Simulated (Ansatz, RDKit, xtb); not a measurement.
# C2H11B2N2P: ranking a sample of isomers, part 2 of 2

A sample of isomers of C2H11B2N2P is drawn. Aim: find which of them has the lowest free energy at 298.15 K, then its properties. The sample is small against all isomers, and the most stable one of this formula need not be in it.

xtb, Ansatz and PySCF; isolated molecules. Earlier steps stand in the parts before.

## Step 7: Are they minima? Harmonic frequencies

The lowest few in one piece go on as finalists. In this search the thermal terms come from GFN2-xTB at its own nearest minimum. The first, c584d:

start.xyz

```xyz
18
c584d
C      1.981936     2.501852     0.114722
C     -1.050691    -1.788098     2.143053
B      0.262761     0.686949     0.598787
B     -1.650228    -1.029649     0.894198
N      0.739670     1.795048    -0.118123
N     -0.999523     0.065239     0.267344
P     -3.304232    -1.704714     0.122331
H      2.650852     2.468618    -0.764152
H      2.512987     2.037570     0.957323
H      1.815152     3.564799     0.366414
H      0.192338     2.172055    -0.887315
H      0.927835     0.257883     1.507018
H     -1.502385     0.488174    -0.510723
H      0.049400    -1.821773     2.146388
H     -1.435166    -2.815412     2.242814
H     -1.355613    -1.247772     3.059017
H     -4.033124    -1.844212     1.339822
H     -3.907787    -0.465560    -0.256717
```

Launch:

```
$ xtb start.xyz --gfn 2 --ohess tight
```

Output, shortened:

```text
* xtb version 6.7.1
[...]
          :  # basis functions                  45          :
[...]
          :  # electrons                        40          :
[...]
          :  Hamiltonian                  GFN2-xTB          :
[...]
          :  net charge                          0          :
          :  unpaired electrons                  0          :
[...]
   *** convergence criteria satisfied after 13 iterations ***
[...]
   *** GEOMETRY OPTIMIZATION CONVERGED AFTER 15 ITERATIONS ***
[...]
   *** convergence criteria satisfied after 3 iterations ***
[...]
         ::                     SUMMARY                     ::
         :::::::::::::::::::::::::::::::::::::::::::::::::::::
         :: total energy             -20.792463821285 Eh    ::
         :: gradient norm              0.000252141431 Eh/a0 ::
         :: HOMO-LUMO gap              3.926478186331 eV    ::
         ::.................................................::
         :: SCC energy               -21.050322928961 Eh    ::
         :: -> isotropic ES            0.060316487713 Eh    ::
         :: -> anisotropic ES          0.009190731972 Eh    ::
         :: -> anisotropic XC          0.010224188676 Eh    ::
         :: -> dispersion             -0.010676776218 Eh    ::
         :: repulsion energy           0.257859107676 Eh    ::
         :: add. restraining           0.000000000000 Eh    ::
         :: total charge               0.000000000000 e     ::
         :::::::::::::::::::::::::::::::::::::::::::::::::::::
[...]
        20        2.0000           -0.3566037              -9.7037 (HOMO)
        21                         -0.2123084              -5.7772 (LUMO)
[...]
molecular dipole:
                 x           y           z       tot (Debye)
 q only:        0.748       0.972      -0.193
   full:        0.699       1.289      -0.190       3.759
molecular quadrupole (traceless):
[...]
          | TOTAL ENERGY              -20.792463821287 Eh   |
          | TOTAL ENTHALPY            -20.638808008779 Eh   |
          | TOTAL FREE ENERGY         -20.686938892677 Eh   |
          | GRADIENT NORM               0.000252144480 Eh/α |
[...]
```

Wall time 0.67 s (2 threads of Intel Xeon at 2.70GHz, shared host).

## Step 8: Zero-point energy and free-energy terms

As xtb prints them, at 298.15 K, with its own treatment of low modes:

```tsv
label	SMILES	spin	lowest mode (cm⁻¹)	zero-point (kcal/mol)	G − E (kcal/mol)
c584d	CNBNB(C)P	singlet	52	89.0	66.2
c166d	CBNB(P)NC	singlet	49	88.8	65.9
c070c	CBNCB(N)P	singlet	39	88.7	66.2
```

## Step 9: The final energy

Each finalist gets a single point at CCSD(T)/def2-SVP + MP2/def2-TZVPP - MP2/def2-SVP.

c584d, CCSD(T)/def2-SVP:

input.yaml

```yaml
crystal:
  periodic: [false, false, false]
  atoms:
    - {symbol: C, position_ang: [1.981936, 2.501852, 0.114722]}
    - {symbol: C, position_ang: [-1.050691, -1.788098, 2.143053]}
    - {symbol: B, position_ang: [0.262761, 0.686949, 0.598787]}
    - {symbol: B, position_ang: [-1.650228, -1.029649, 0.894198]}
    - {symbol: "N", position_ang: [0.739670, 1.795048, -0.118123]}
    - {symbol: N, position_ang: [-0.999523, 0.065239, 0.267344]}
    - {symbol: P, position_ang: [-3.304232, -1.704714, 0.122331]}
    - {symbol: H, position_ang: [2.650852, 2.468618, -0.764152]}
    - {symbol: H, position_ang: [2.512987, 2.037570, 0.957323]}
    - {symbol: H, position_ang: [1.815152, 3.564799, 0.366414]}
    - {symbol: H, position_ang: [0.192338, 2.172055, -0.887315]}
    - {symbol: H, position_ang: [0.927835, 0.257883, 1.507018]}
    - {symbol: H, position_ang: [-1.502385, 0.488174, -0.510723]}
    - {symbol: H, position_ang: [0.049400, -1.821773, 2.146388]}
    - {symbol: H, position_ang: [-1.435166, -2.815412, 2.242814]}
    - {symbol: H, position_ang: [-1.355613, -1.247772, 3.059017]}
    - {symbol: H, position_ang: [-4.033124, -1.844212, 1.339822]}
    - {symbol: H, position_ang: [-3.907787, -0.465560, -0.256717]}
basis:
  gaussian: {orbitals: def2-SVP}
magnetization: {spin_polarized: false, initial_magnetization: 0}
correlation: {method: ccsd_t, frozen_orbitals: {"N": 1, P: 5, B: 1, C: 1, H: 0}}
```

Launch:

```
$ ansatz run input.yaml --threads 2 --pin off --max-ram 5220MiB --events-out events.jsonl --progress --plain --runs-dir runs
```

Output, shortened:

```text
Warning: RAYON_NUM_THREADS=2 ignored (pool sized by the plan → 2); use --threads N
Functional definition: HF
  name "HF"
[...]
1595 factors; integrals over basis functions are off by at most 1.5e-3 eV
[...]
mean field -15809.67698602 eV, -580.9949130523 hartree, gradient 5.1e-6 eV, S^2 0.000000; 0 other end points of the search recorded, 0 dependent functions left out
11 core orbitals not correlated: weight in the atoms' cores, before any rotation towards them, 1.000 or more for the frozen orbitals, at most 0.000 for the correlated occupied ones
reference -15809.67698602 eV, -580.9949130523 hartree; 20, 20 occupied and 126, 126 virtual orbitals, 1595 factors
second order -24.83075789 eV of doubles, -0.00000000 eV of singles
cycle   1  -26.29844710 eV  change    -1.5e0 eV  update   1.2e-1
[...]
cycle  10  -27.15550063 eV  change    9.1e-6 eV  update   1.7e-5
perturbative correction -0.83971218 eV, -0.0308588533 hartree
Total energy: -15837.67219883 eV, -582.0237181472 hartree
```

Wall time 58 s (2 threads of Intel Xeon at 2.70GHz, shared host); peak memory 1.6 GiB.

## Step 10: c584d at MP2/def2-TZVPP

input.yaml: that of step 9 with these lines changed.

```diff
@@ -7,3 +7,3 @@
     - {symbol: B, position_ang: [-1.650228, -1.029649, 0.894198]}
-    - {symbol: "N", position_ang: [0.739670, 1.795048, -0.118123]}
+    - {symbol: N, position_ang: [0.739670, 1.795048, -0.118123]}
     - {symbol: N, position_ang: [-0.999523, 0.065239, 0.267344]}
@@ -22,4 +22,6 @@
 basis:
-  gaussian: {orbitals: def2-SVP}
-magnetization: {spin_polarized: false, initial_magnetization: 0}
-correlation: {method: ccsd_t, frozen_orbitals: {"N": 1, P: 5, B: 1, C: 1, H: 0}}
+  gaussian:
+    orbitals: def2-TZVPP
+correlation:
+  method: mp2
+  frozen_orbitals: {"N": 1, P: 5, B: 1, C: 1, H: 0}
```

Launch:

```
$ ansatz run input.yaml --threads 2 --pin off --max-ram 5220MiB --events-out events.jsonl --progress --plain --runs-dir runs
```

Output:

```text
Warning: RAYON_NUM_THREADS=2 ignored (pool sized by the plan → 2); use --threads N
Functional definition: HF
  name "HF"
  exchange = exact_x
  correlation = 0
2229 factors; integrals over basis functions are off by at most 1.2e-3 eV
mean field evaluation 1: about -15813.2711 eV, gradient 5.0e1 eV
mean field evaluation 2: about -15813.5859 eV, gradient 5.0e1 eV
mean field evaluation 4: about -15819.9621 eV, gradient 5.2e0 eV
mean field evaluation 8: about -15820.0719 eV, gradient 3.5e-1 eV
mean field evaluation 16: about -15820.0728 eV, gradient 2.6e-6 eV
mean field -15820.07278300 eV, -581.3769515449 hartree, gradient 2.6e-6 eV, S^2 0.000000; 0 other end points of the search recorded, 0 dependent functions left out
11 core orbitals not correlated: weight in the atoms' cores, before any rotation towards them, 1.000 or more for the frozen orbitals, at most 0.000 for the correlated occupied ones
reference -15820.07278300 eV, -581.3769515449 hartree; 20, 20 occupied and 351, 351 virtual orbitals, 2229 factors
second order -30.69090625 eV of doubles, -0.00000000 eV of singles
Total energy: -15850.76368926 eV, -582.5048215467 hartree
```

It took 23 s on 2 threads of Intel Xeon at 2.70GHz, shared host; peak memory 1.4 GiB.

## Step 11: c166d at CCSD(T)/def2-SVP

input.yaml

```yaml
crystal:
  periodic: [false, false, false]
  atoms:
    - {symbol: C, position_ang: [-1.161128, -0.458492, -3.643436]}
    - {symbol: C, position_ang: [2.125229, -2.393513, 0.170489]}
    - {symbol: B, position_ang: [-0.545731, 0.156722, -2.331815]}
    - {symbol: B, position_ang: [0.845494, -0.187884, -0.184623]}
    - {symbol: "N", position_ang: [0.215518, -0.607766, -1.419282]}
    - {symbol: "N", position_ang: [1.700974, -1.053657, 0.526428]}
    - {symbol: P, position_ang: [0.629143, 1.652377, 0.438728]}
    - {symbol: H, position_ang: [-2.256453, -0.313013, -3.652618]}
    - {symbol: H, position_ang: [-0.955782, -1.532213, -3.791749]}
    - {symbol: H, position_ang: [-0.787444, 0.088099, -4.528125]}
    - {symbol: H, position_ang: [-0.718778, 1.327732, -2.078648]}
    - {symbol: H, position_ang: [0.340286, -1.586913, -1.670662]}
    - {symbol: H, position_ang: [-0.783221, 1.609120, 0.632708]}
    - {symbol: H, position_ang: [0.931689, 1.383211, 1.811826]}
    - {symbol: H, position_ang: [2.062543, -0.734874, 1.417645]}
    - {symbol: H, position_ang: [1.556415, -3.179194, 0.701923]}
    - {symbol: H, position_ang: [2.004212, -2.566133, -0.909389]}
    - {symbol: H, position_ang: [3.193693, -2.544716, 0.396855]}
basis:
  gaussian:
    orbitals: def2-SVP
correlation:
  method: ccsd_t
  frozen_orbitals: {"N": 1, P: 5, B: 1, C: 1, H: 0}
```

Launch:

```
$ ansatz run input.yaml --threads 2 --pin off --max-ram 5220MiB --events-out events.jsonl --progress --plain --runs-dir runs
```

Output, shortened:

```text
Warning: RAYON_NUM_THREADS=2 ignored (pool sized by the plan → 2); use --threads N
Functional definition: HF
  name "HF"
[...]
1595 factors; integrals over basis functions are off by at most 1.5e-3 eV
[...]
mean field -15809.58969477 eV, -580.9917051579 hartree, gradient 5.7e-6 eV, S^2 0.000000; 0 other end points of the search recorded, 0 dependent functions left out
11 core orbitals not correlated: weight in the atoms' cores, before any rotation towards them, 1.000 or more for the frozen orbitals, at most 0.000 for the correlated occupied ones
reference -15809.58969477 eV, -580.9917051579 hartree; 20, 20 occupied and 126, 126 virtual orbitals, 1595 factors
second order -24.85279486 eV of doubles, -0.00000000 eV of singles
cycle   1  -26.31603900 eV  change    -1.5e0 eV  update   1.2e-1
[...]
cycle   9  -27.17472952 eV  change   -4.6e-5 eV  update   3.8e-5
perturbative correction -0.84301284 eV, -0.0309801504 hartree
Total energy: -15837.60743713 eV, -582.0213381986 hartree
```

It took 59 s on 2 threads of Intel Xeon at 2.70GHz, shared host; peak memory 1.6 GiB.

## Step 12: The ranking

Energies in kcal/mol from c584d; G adds the thermal terms to the CCSD(T)/def2-SVP + MP2/def2-TZVPP - MP2/def2-SVP energy. The columns left of the relaxed level are at the tight-binding geometries.

```tsv
label	SMILES	spin	GFN2-xTB	HF/STO-3G	r2SCAN-D4/def2-SVP	B3LYP-D3(BJ)/def2-SVP	HF/def2-SVP	MP2/def2-SVP	CCSD(T)/def2-SVP + MP2/def2-TZVPP - MP2/def2-SVP	G	share at equilibrium	T1
c584d	CNBNB(C)P	singlet	0.0	0.0	0.0	0.0	0.0	0.0	0.0	0.0	80.5 %	0.013
c166d	CBNB(P)NC	singlet	1.6	1.7	1.7	1.3	2.0	1.5	1.2	0.8	19.5 %	0.013
c070c	CBNCB(N)P	singlet	21.4	24.9	17.3	17.7	20.5	17.6	16.2	16.1	< 0.1 %	0.014
```

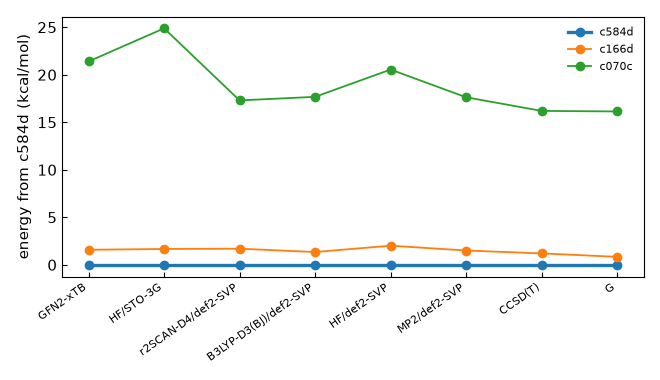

The finalists at each level, measured from c584d.

Lowest found: c584d, `CNBNB(C)P`, a singlet. Some bond lengths: C2–B4 1.579 Å, C1–N5 1.448 Å, B3–N5 1.403 Å, B3–N6 1.446 Å, B4–N6 1.420 Å, B4–P7 1.946 Å, C1–H8 1.105 Å, C1–H9 1.099 Å, C1–H10 1.105 Å, N5–H11 1.017 Å, B3–H12 1.205 Å, N6–H13 1.018 Å, C2–H14 1.101 Å, C2–H15 1.101 Å, C2–H16 1.106 Å, P7–H17 1.426 Å. Some angles: C2–B4–N6 123.1°, C2–B4–P7 118.0°, N6–B4–P7 118.8°, C1–N5–B3 126.5°, N5–B3–N6 121.3°, B3–N6–B4 129.1°, B4–C2–H14 113.4°, B4–C2–H15 112.8°, B4–C2–H16 108.4°, C1–N5–H11 113.7°.

```xyz
18

C     1.9819    2.5019    0.1147
C    -1.0507   -1.7881    2.1431
B     0.2628    0.6869    0.5988
B    -1.6502   -1.0296    0.8942
N     0.7397    1.7950   -0.1181
N    -0.9995    0.0652    0.2673
P    -3.3042   -1.7047    0.1223
H     2.6509    2.4686   -0.7642
H     2.5130    2.0376    0.9573
H     1.8152    3.5648    0.3664
H     0.1923    2.1721   -0.8873
H     0.9278    0.2579    1.5070
H    -1.5024    0.4882   -0.5107
H     0.0494   -1.8218    2.1464
H    -1.4352   -2.8154    2.2428
H    -1.3556   -1.2478    3.0590
H    -4.0331   -1.8442    1.3398
H    -3.9078   -0.4656   -0.2567
```

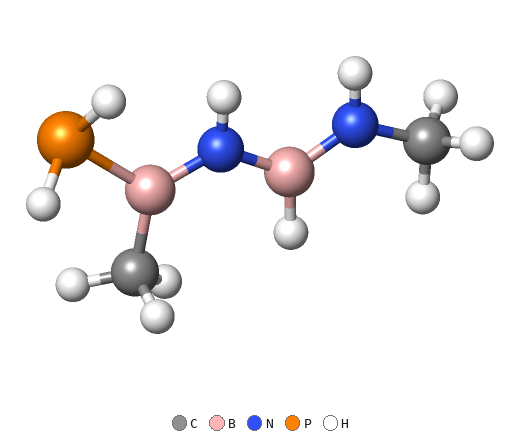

The lowest structure found, seen from a chosen angle (carbon grey, boron pink, nitrogen blue, phosphorus orange, hydrogen white).

## Step 13: Outcome

This closing draws on all 2 parts.

```
                                 quantity                                                                     value
                   lowest structure found                                                        CNBNB(C)P, singlet
                            next finalist                              CBNB(P)NC, singlet, 0.8 kcal/mol higher in G
share at equilibrium, among the finalists                                                                    80.5 %
                                   funnel  20 starts, 16 minima at GFN2-xTB, 10 screening runs, 3 relaxed, 3 ranked
                     CPU time of all runs                                                                    17 min
```

**Reading.** `CNBNB(C)P` comes out lowest. Its margin of 0.8 kcal/mol is inside the likely error of CCSD(T)/def2-SVP + MP2/def2-TZVPP - MP2/def2-SVP with harmonic terms (about 1.5 kcal/mol), so the order of the first two is not settled. GFN2-xTB, HF/STO-3G, r2SCAN-D4/def2-SVP, B3LYP-D3(BJ)/def2-SVP, HF/def2-SVP and MP2/def2-SVP already put its bonding pattern lowest among the structures in one piece. The largest share of the time went into the final energies (45 %). 4 minima inside the window were never screened. The search is not exhaustive (a finite list of starts, one conformer a finalist), so a lower isomer can't be ruled out. Only 5 drawn patterns were tried, so whole families of isomers are missing, and the result ranks this sample alone.
